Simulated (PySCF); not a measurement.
# C4H5ClO2Si (SMILES O=C=C(Cl)CC(=O)[SiH3]): what the fields show

The calculation's input:

```
{"job": {"kind": "nmr", "xc": "PBE0", "basis": "pcSseg-1"}, "charge": 0, "multiplicity": 1}
O     -1.778020     2.320014     1.178432
C     -1.593195     1.213976     0.875950
C     -1.425205    -0.035285     0.551150
Cl    -1.810824    -1.197772     1.812937
C     -0.869149    -0.529266    -0.750661
C      0.458527     0.175854    -1.017399
O      0.587797     0.915428    -1.962539
Si     1.921131    -0.158953     0.190247
H     -1.563448    -0.338854    -1.574692
H     -0.690751    -1.601200    -0.669158
H      2.785015     1.012760     0.162219
H      2.592227    -1.348867    -0.334714
H      1.381506    -0.427348     1.520500
```

Command:

```sh
OMP_NUM_THREADS=1 python probes_run.py task.json out
```

Geometry: GFN2-xTB.

Theory: PySCF 2.14.0, PBE0/pcSseg-1, SCF density, gas phase, non-relativistic.

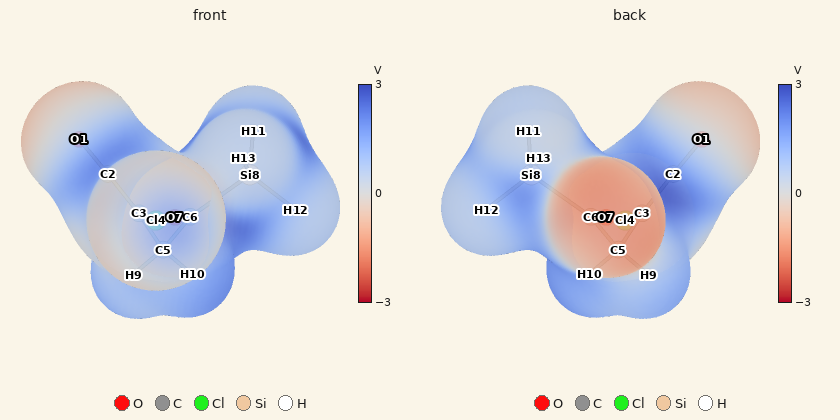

Figure 1. The molecular electrostatic potential painted on the density surface at 0.004 e/bohr³, seen from the front and from behind; the colour scale runs from red (negative) to blue (positive).

Describe the electrostatic potential map.

Answer. The most negative region (about −1.5 V, or −35 kcal/mol for a unit charge) lies over O7, the most positive (about +2.5 V, or +58 kcal/mol for a unit charge) over C2. Cl4 shows a σ-hole: about +1.4 V, or +32 kcal/mol for a unit charge at the tip opposite its bond, against about 0.0 V on its flanks. O7 is the likeliest acceptor of a hydrogen bond.

How polar is the molecule by this calculation?

Answer. Its dipole moment is 2.03 D.

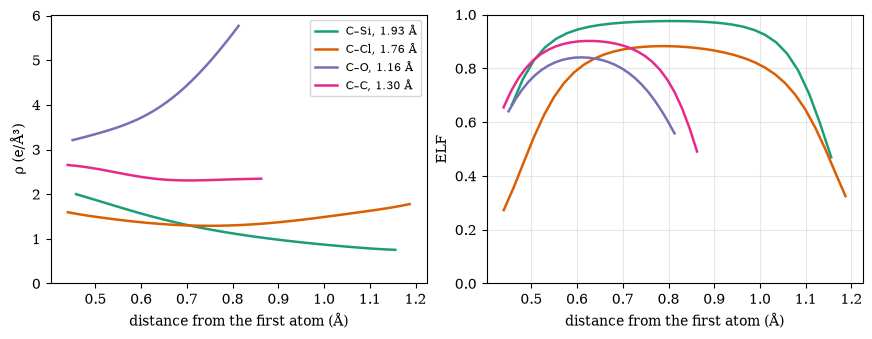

Figure 2. Total electron density and electron localisation function along straight lines between neighbouring atoms. The curves leave out the atomic cores.

Compare the contacts.

Answer. C–Si (1.93 Å): the density is about 0.91 e/Å³ at the midpoint; the ELF peaks at about 1 between the atoms, as expected for a shared electron pair.
C–Cl (1.76 Å): the density is about 1.4 e/Å³ at the midpoint; the ELF peaks at about 0.90 between the atoms, as expected for a covalent bond.
C–O (1.16 Å): the density is about 3.6 e/Å³ at the midpoint; the ELF peaks at about 0.85 between the atoms; a short, multiple covalent bond.
C–C (1.30 Å): ρ at the midpoint is about 2.3 e/Å³; the ELF peaks at about 0.90 between the atoms (a short, multiple covalent bond).
